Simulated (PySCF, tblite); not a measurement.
# C5H7O4 radical: geometry, infrared bands and EPR parameters

Aim: predict the infrared bands and EPR parameters of C5H7O4 radical (`[CH2][C@](C=O)(OC)OC=O`).

Computed with tblite 0.8.0 and PySCF 2.14.0, with density-fitted response routines of our own, on a single molecule in the gas phase. Atoms count from 0, in the outputs and in this text.

### 1 The molecule as given

16 atoms, charge 0, multiplicity 2; geometry from: force field or distance geometry start.

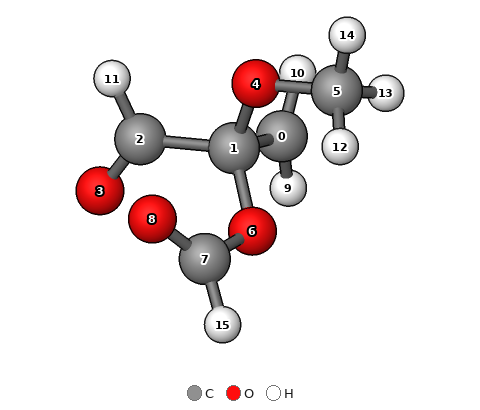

As it starts; carbon grey, oxygen red, hydrogen white, atoms numbered.

### 2 Optimising the geometry with GFN2-xTB

Job settings and geometry (Å):

```
{"job": {"kind": "relax", "xc": "GFN2-xTB", "basis": "xTB"}, "charge": 0, "multiplicity": 2}
C     -1.396400     1.069500     0.326700
C     -0.065100     0.466400     0.066500
C      0.918200     1.665900     0.014000
O      1.284200     2.326700     0.978900
O     -0.095100    -0.182700    -1.188700
C     -0.822900    -1.404100    -1.232200
O      0.213500    -0.392500     1.177300
C      1.477900    -0.884600     1.231500
O      2.357600    -0.738600     0.399200
H     -1.682400     1.359600     1.340500
H     -1.996800     1.444900    -0.502300
H      1.231000     1.945800    -1.004700
H     -0.340300    -2.160600    -0.597100
H     -1.852500    -1.264900    -0.919500
H     -0.822600    -1.757300    -2.259500
H      1.584000    -1.484500     2.158000
```

On the command line:

```sh
$ OMP_NUM_THREADS=1 python probes_run.py task.json out
```

The driver reads the jobs from task.json and runs them one after another.

Output:

```text
step      E/eV     max force
  0    -827.56496    2.503
  1    -827.63624    3.006
  2    -827.73349    0.427
  3    -827.74680    0.465
  4    -827.77320    0.502
  5    -827.78445    0.541
  6    -827.79565    0.313
  7    -827.80229    0.179
  8    -827.80522    0.163
  9    -827.81116    0.229
 10    -827.81564    0.177
 11    -827.82034    0.195
 12    -827.82486    0.158
 13    -827.83023    0.235
 14    -827.83486    0.201
 15    -827.83796    0.115
 16    -827.84011    0.126
 17    -827.84250    0.142
 18    -827.84589    0.192
 19    -827.84985    0.165
 20    -827.85333    0.151
 21    -827.85613    0.141
 22    -827.85880    0.147
 23    -827.86182    0.142
 24    -827.86527    0.154
 25    -827.86912    0.155
 26    -827.87393    0.206
 27    -827.88306    0.381
 28    -827.91754    1.165
 29    -827.93339    1.029
 30    -828.00337    0.915
 31    -828.07313    0.990
 32    -828.11829    0.978
 33    -828.18268    0.779
 34    -828.21370    0.306
 35    -828.22744    0.244
 36    -828.23447    0.255
 37    -828.23987    0.301
 38    -828.24405    0.255
 39    -828.24818    0.147
 40    -828.25114    0.148
 41    -828.25359    0.187
 42    -828.25603    0.194
 43    -828.25846    0.135
 44    -828.26020    0.084
 45    -828.26134    0.083
 46    -828.26251    0.102
 47    -828.26418    0.101
 48    -828.26635    0.100
 49    -828.26879    0.121
 50    -828.27141    0.124
 51    -828.27427    0.152
 52    -828.27718    0.175
 53    -828.27981    0.156
 54    -828.28139    0.300
 55    -828.28288    0.177
 56    -828.28461    0.119
 57    -828.28752    0.336
 58    -828.28981    0.202
 59    -828.29474    0.503
 60    -828.29441    0.879
 61    -828.30305    0.591
 62    -828.31167    0.252
 63    -828.32202    0.375
 64    -828.33450    0.760
 65    -828.34320    0.156
 66    -828.34866    0.280
 67    -828.35402    0.162
 68    -828.35967    0.152
 69    -828.36437    0.146
 70    -828.36814    0.155
 71    -828.37124    0.125
 72    -828.37382    0.120
 73    -828.37613    0.106
 74    -828.37900    0.139
 75    -828.38209    0.189
 76    -828.38566    0.182
 77    -828.38937    0.139
 78    -828.39322    0.134
 79    -828.39748    0.194
 80    -828.40388    0.300
 81    -828.41351    0.401
 82    -828.42455    0.345
 83    -828.43379    0.285
 84    -828.44313    0.256
 85    -828.45152    0.257
 86    -828.45953    0.341
 87    -828.46326    0.322
 88    -828.47085    0.160
 89    -828.47246    0.124
 90    -828.47366    0.079
 91    -828.47462    0.063
 92    -828.47536    0.064
 93    -828.47576    0.049
 94    -828.47615    0.050
 95    -828.47679    0.067
 96    -828.47767    0.085
 97    -828.47867    0.086
 98    -828.47966    0.111
 99    -828.48058    0.133
100    -828.48169    0.130
101    -828.48291    0.089
102    -828.48391    0.066
103    -828.48468    0.060
104    -828.48543    0.088
105    -828.48633    0.126
106    -828.48763    0.093
107    -828.48922    0.042
108    -828.48953    0.038
109    -828.48965    0.031
110    -828.48973    0.027
111    -828.48984    0.020
112    -828.48998    0.029
113    -828.49009    0.032
114    -828.49022    0.031
115    -828.49037    0.044
116    -828.49060    0.060
117    -828.49096    0.070
118    -828.49155    0.075
119    -828.49232    0.076
120    -828.49307    0.058
121    -828.49361    0.050
122    -828.49397    0.045
123    -828.49428    0.041
124    -828.49468    0.044
125    -828.49511    0.053
126    -828.49548    0.057
127    -828.49576    0.030
128    -828.49593    0.040
129    -828.49601    0.024
130    -828.49611    0.026
131    -828.49622    0.023
132    -828.49637    0.029
133    -828.49660    0.040
134    -828.49693    0.057
135    -828.49738    0.066
136    -828.49792    0.070
137    -828.49854    0.079
138    -828.49924    0.077
139    -828.50002    0.072
140    -828.50083    0.079
141    -828.50101    0.110
142    -828.50187    0.118
143    -828.50261    0.082
144    -828.50332    0.089
145    -828.50495    0.131
146    -828.50648    0.071
147    -828.50690    0.349
148    -828.51043    0.259
149    -828.51288    0.212
150    -828.49305    0.805
151    -828.51475    0.169
152    -828.51619    0.167
153    -828.50908    0.682
154    -828.52011    0.137
155    -828.52259    0.120
156    -828.51258    0.706
157    -828.52635    0.082
158    -828.52862    0.083
159    -828.52119    0.695
160    -828.53260    0.067
161    -828.53467    0.084
162    -828.52668    0.597
163    -828.53802    0.083
164    -828.53963    0.070
165    -828.53695    0.499
166    -828.54246    0.070
167    -828.54354    0.077
168    -828.54451    0.206
169    -828.54580    0.104
170    -828.54629    0.055
171    -828.54704    0.042
172    -828.54723    0.032
173    -828.54735    0.024
174    -828.54745    0.018
175    -828.54757    0.022
176    -828.54763    0.019
177    -828.54767    0.023
178    -828.54769    0.021
179    -828.54774    0.020
180    -828.54779    0.021
181    -828.54787    0.030
182    -828.54801    0.033
183    -828.54821    0.032
184    -828.54848    0.048
185    -828.54881    0.058
186    -828.54914    0.054
187    -828.54933    0.043
188    -828.54947    0.026
189    -828.54955    0.030
190    -828.54958    0.010
191    -828.54960    0.007
```

Wall time 1.2 s (1 thread of Arm Neoverse V1, shared host).

Along the way: (not every step is listed)

| step | energy from step 0 (eV) | largest force (eV/Å) |
| --- | --- | --- |
| 0 | 0.0000 | 2.5034 |
| 1 | -0.0713 | 3.0058 |
| 2 | -0.1685 | 0.4265 |
| 3 | -0.1818 | 0.4653 |
| 4 | -0.2082 | 0.5018 |
| 5 | -0.2195 | 0.5408 |
| 6 | -0.2307 | 0.3135 |
| 7 | -0.2373 | 0.1794 |
| 8 | -0.2403 | 0.1627 |
| 25 | -0.3042 | 0.1553 |
| 42 | -0.6911 | 0.1940 |
| 59 | -0.7298 | 0.5034 |
| 76 | -0.8207 | 0.1820 |
| 93 | -0.9108 | 0.0492 |
| 110 | -0.9248 | 0.0270 |
| 127 | -0.9308 | 0.0300 |
| 144 | -0.9384 | 0.0885 |
| 161 | -0.9697 | 0.0839 |
| 178 | -0.9827 | 0.0208 |
| 186 | -0.9842 | 0.0540 |
| 187 | -0.9844 | 0.0435 |
| 188 | -0.9845 | 0.0256 |
| 189 | -0.9846 | 0.0304 |
| 190 | -0.9846 | 0.0102 |
| 191 | -0.9846 | 0.0071 |

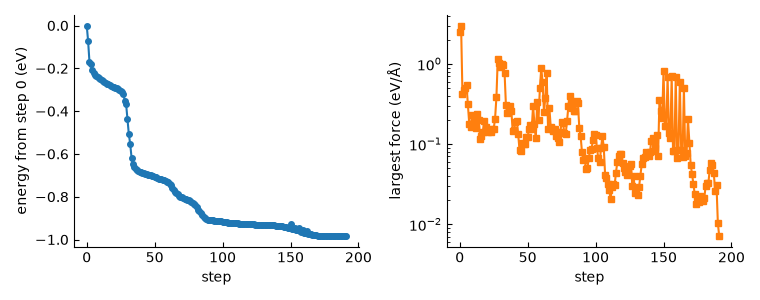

Energy and largest force along the relaxation.

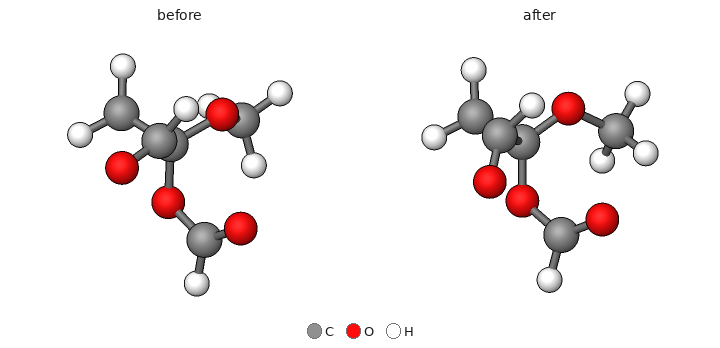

The geometry before (left) and after (right).

Close pairs (by a distance rule), those that changed most:

| bond | before (Å) | after (Å) | change (Å) |
| --- | --- | --- | --- |
| C0–C2 | 2.411 | 1.521 | -0.890 |
| C1–C2 | 1.552 | 2.228 | +0.676 |
| C1–O4 | 1.413 | 1.347 | -0.066 |
| C1–O6 | 1.432 | 1.367 | -0.065 |
| C7–O8 | 1.220 | 1.192 | -0.028 |
| C2–O3 | 1.225 | 1.208 | -0.017 |
| C7–H15 | 1.109 | 1.099 | -0.010 |
| O6–C7 | 1.358 | 1.350 | -0.008 |

The next job starts from the end point, and lists it.

### 3 Harmonic vibrations with GFN2-xTB

Job settings and geometry (Å):

```
{"job": {"kind": "ir", "xc": "GFN2-xTB", "basis": "xTB"}, "charge": 0, "multiplicity": 2}
C     -0.863306     1.657454     0.339143
C     -0.693088     0.191427     0.179269
C      0.607584     2.000611     0.160198
O      1.403196     2.008466     1.069294
O     -0.784025    -0.303999    -1.070289
C     -0.560383    -1.681483    -1.310128
O     -0.121804    -0.482400     1.222040
C      1.133354    -0.975837     1.173307
O      1.850870    -1.001303     0.222283
H     -1.208470     1.906862     1.340720
H     -1.499473     2.067744    -0.437970
H      0.909647     2.107586    -0.892800
H      0.506214    -1.883634    -1.436228
H     -0.957169    -2.295697    -0.497408
H     -1.089946    -1.907363    -2.234367
H      1.359201    -1.399489     2.161527
```

Output:

```text
mode    cm-1     km/mol
  1      48.1      1.89
  2      69.1      0.01
  3      92.0      7.86
  4     117.4      6.86
  5     144.0      0.84
  6     191.0      6.73
  7     226.9      0.94
  8     241.3     27.01
  9     286.0      3.06
 10     325.2     48.04
 11     395.5      9.34
 12     497.6     17.71
 13     534.6      9.36
 14     724.1     37.15
 15     807.6     15.60
 16     853.5      0.89
 17     896.1     14.21
 18     916.1      3.59
 19     951.7     10.96
 20    1024.4    167.96
 21    1054.8     74.82
 22    1087.8     18.04
 23    1111.2      1.00
 24    1141.6      3.13
 25    1174.8      8.89
 26    1218.5     47.02
 27    1303.5    280.31
 28    1330.6     18.35
 29    1335.3     93.08
 30    1397.1     16.71
 31    1404.9     29.63
 32    1449.6      9.17
 33    1462.9     22.55
 34    1697.4    479.41
 35    1779.8    501.95
 36    2824.9     78.58
 37    2870.7     57.28
 38    2962.5     21.66
 39    2971.8      5.71
 40    3009.6      2.55
 41    3025.6      6.88
 42    3052.3      5.75
```

Wall time 0.51 s (1 thread of Arm Neoverse V1, shared host).

Which atoms move in the most intense modes:

| cm⁻¹ | km/mol | atoms |
| --- | --- | --- |
| 1024 | 168.0 | O6 46 %, C7 39 % |
| 1055 | 74.8 | O4 20 %, C5 17 %, C0 16 %, C2 15 % |
| 1304 | 280.3 | C1 39 %, H15 23 %, O4 17 % |
| 1335 | 93.1 | H15 35 %, H11 26 %, C1 16 % |
| 1697 | 479.4 | C2 54 %, O3 37 % |
| 1780 | 501.9 | C7 53 %, O8 37 % |
| 2825 | 78.6 | H11 93 % |
| 2871 | 57.3 | H15 93 % |

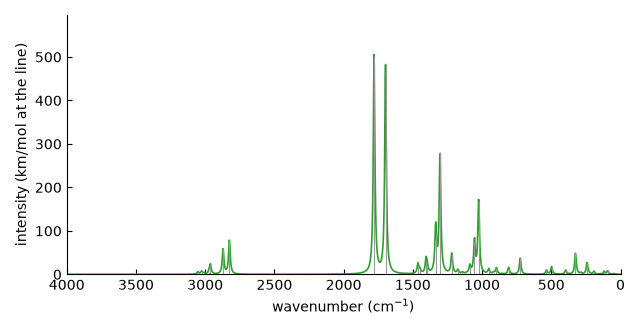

The infrared spectrum from these modes, unscaled. Lines are broadened to a width of 14 cm⁻¹ (Lorentzian).

The optimised geometry no longer has the bonds of the starting formula, so what follows describes that rearranged structure.

### 4 g tensor and hyperfine couplings: B3LYP/pcH-1

The job, as its differences from that of step 3:

```diff
@@ -1,2 +1,2 @@
-{"job": {"kind": "ir", "xc": "GFN2-xTB", "basis": "xTB"}, "charge": 0, "multiplicity": 2}
+{"job": {"kind": "epr", "basis": "pcH-1"}, "charge": 0, "multiplicity": 2}
 C     -0.863306     1.657454     0.339143
```

With the program's defaults for keys left out, this is: UKS B3LYP, pcH-1 on C H O, non-relativistic, mean-field spin-orbit, GIAO.

Output:

```text
UKS, coarse grid
  cycle   1  E = -495.22110699  |g| = 9.63e-01
  cycle   2  E = -492.97476973  |g| = 2.35e+00
  cycle   3  E = -495.44542553  |g| = 5.34e-01
  cycle   4  E = -495.56979578  |g| = 1.52e-01
  cycle   5  E = -495.57791278  |g| = 6.57e-02
  cycle   6  E = -495.57943304  |g| = 3.85e-02
  cycle   7  E = -495.58005154  |g| = 1.65e-02
  cycle   8  E = -495.58020735  |g| = 8.69e-03
  cycle   9  E = -495.58024847  |g| = 3.12e-03
  cycle  10  E = -495.58025335  |g| = 9.72e-04
UKS, final grid
  cycle   1  E = -495.58022840  |g| = 1.43e-03
  cycle   2  E = -495.58022706  |g| = 2.45e-03
  cycle   3  E = -495.58022922  |g| = 3.11e-04
  cycle   4  E = -495.58022926  |g| = 1.11e-04
  cycle   5  E = -495.58022927  |g| = 8.87e-05
  cycle   6  E = -495.58022928  |g| = 2.71e-05
E = -495.58022928 Eh   <S^2> = 0.7575 (exact 0.7500)
g shifts (ppm)      1          2          3
  rmc          -234       -234       -234
  gc             -4         23         32
  oz_so         742       1824       2325
  total         504       1612       2123
hyperfine (MHz)  atom isotope    a_iso     a_fc   dipolar eigenvalues
    0   13C     -24.85     -24.85     -1.65      0.10      1.56
    1   13C     147.96     147.96    -69.13    -67.98    137.11
    2   13C      51.46      51.46    -11.17     -5.76     16.92
    3   17O      -7.08      -7.08    -38.54     16.06     22.48
    4   17O     -23.31     -23.31    -64.37     30.35     34.02
    5   13C      -2.35      -2.35     -1.34     -0.82      2.16
    6   17O     -57.83     -57.83     -9.60      3.10      6.50
    7   13C      48.14      48.14     -5.65     -4.49     10.14
    8   17O      -1.24      -1.24     -7.53      3.43      4.10
    9    1H      47.92      47.92     -4.44     -2.75      7.20
   10    1H      18.77      18.77     -4.04     -3.02      7.06
   11    1H       1.66       1.66     -3.83     -2.49      6.32
   12    1H      18.73      18.73     -2.66     -2.55      5.20
   13    1H       9.90       9.90     -3.39     -3.12      6.50
   14    1H       1.15       1.15     -2.93     -2.41      5.34
   15    1H       1.16       1.16     -2.63     -2.32      4.95
```

Run time: 1.8 min. Hardware: 1 thread of Arm Neoverse V1, shared host; peak memory 0.98 GiB.

Principal g values 2.00282, 2.00393, 2.00444; g(iso) = 2.00373, against 2.00232 for a free electron.

Hyperfine couplings, nucleus by nucleus at this fixed geometry (no averaging over rotations):

| nuclei | isotope | a(iso) (MHz) | a(iso) (G, at g = 2.0023) | largest dipolar term (MHz) |
| --- | --- | --- | --- | --- |
| C1 | 13C | 148.0 | 52.8 | 137.1 |
| O6 | 17O | -57.8 | -20.6 | -9.6 |
| C2 | 13C | 51.5 | 18.4 | 16.9 |
| C7 | 13C | 48.1 | 17.2 | 10.1 |
| H9 | 1H | 47.9 | 17.1 | 7.2 |
| C0 | 13C | -24.8 | -8.9 | -1.7 |
| O4 | 17O | -23.3 | -8.3 | -64.4 |
| H10 | 1H | 18.8 | 6.7 | 7.1 |
| H12 | 1H | 18.7 | 6.7 | 5.2 |
| H13 | 1H | 9.9 | 3.5 | 6.5 |
| O3 | 17O | -7.1 | -2.5 | -38.5 |
| C5 | 13C | -2.4 | -0.8 | 2.2 |
| H11 | 1H | 1.7 | 0.6 | 6.3 |
| O8 | 17O | -1.2 | -0.4 | -7.5 |

Mulliken spin populations:

C0 -0.06; C1 0.71; C2 0.06; O3 0.10; O4 0.12; C5 -0.01; O6 -0.01; C7 0.04; O8 0.02; H9 0.02; H10 0.01; H11 0.00; H12 0.01; H13 0.01; H14 0.00; H15 0.00

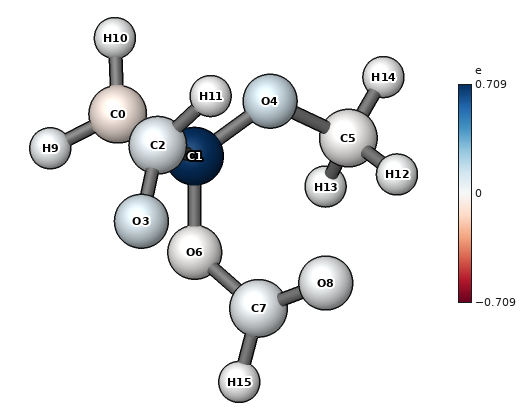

Mulliken spin populations, as colours on the atoms.

Orbitals, density, ELF and potential are computed afterwards from the orbital file.

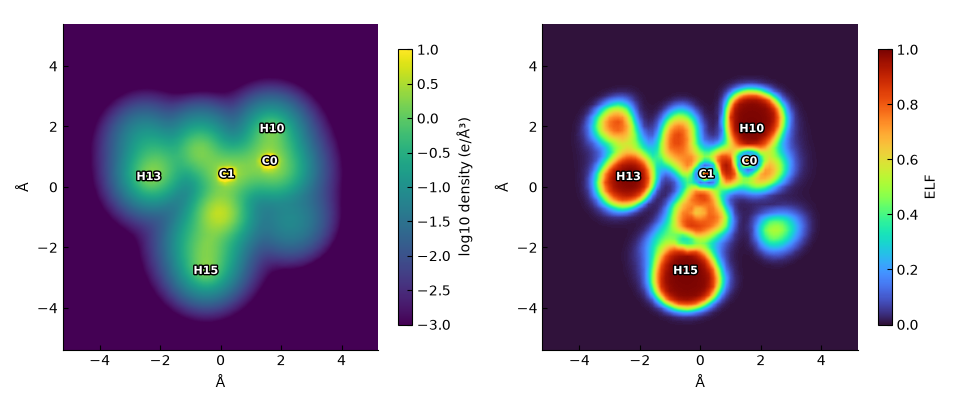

Density (left) and ELF (right) in a plane through or near 5 of the atoms.

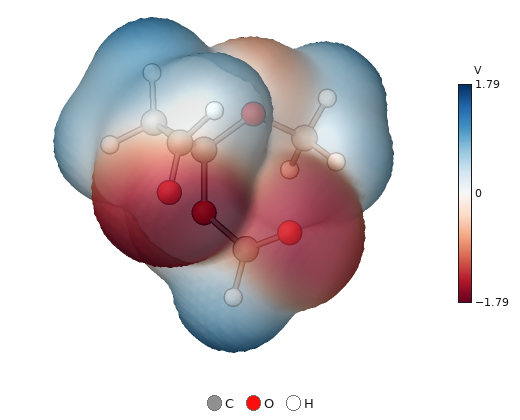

Electrostatic potential on the surface of density 0.002 e/bohr³; red is low, blue high. It runs from -1.79 V near O3 to 1.28 V near H15.

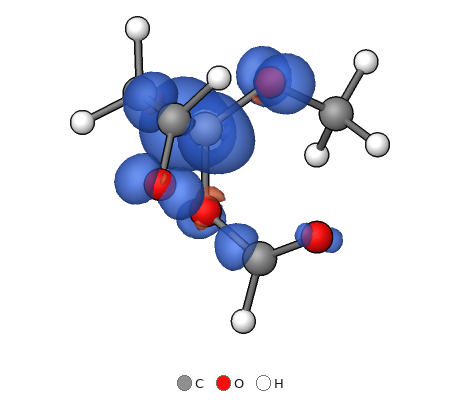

Spin density at ±0.04 e/Å³ (alpha excess blue, beta excess red).

### 5 Outcome

```
                                 quantity                  value
strongest single infrared mode (GFN2-xTB)  1780 cm⁻¹, 502 km/mol
             zero-point energy (GFN2-xTB)          71.5 kcal/mol
                           g(iso) (B3LYP)                2.00373
                                     ⟨S²⟩     0.757 (exact 0.75)
                           largest a(iso)   13C on C1, 148.0 MHz
    surface potential, least and greatest     -1.79 V and 1.28 V
```

What this shows: Relaxing lowered the energy by 0.985 eV in 191 steps; the close pair that moved most is C0–C2, from 2.411 to 1.521 Å. No mode is imaginary among the 42: a minimum at this level. The strongest single mode, at 1780 cm⁻¹, moves mainly C7 and O8. Unscaled tight-binding wavenumbers are off by several per cent, some by more. Its intensities can rank the bands wrongly. The structure rearranged or came apart on optimisation; the results belong to the end geometry, not to the formula as drawn. C1 carries the largest spin population, 0.71 e. The isotropic g lies 1.4 ppt above the free-electron value.
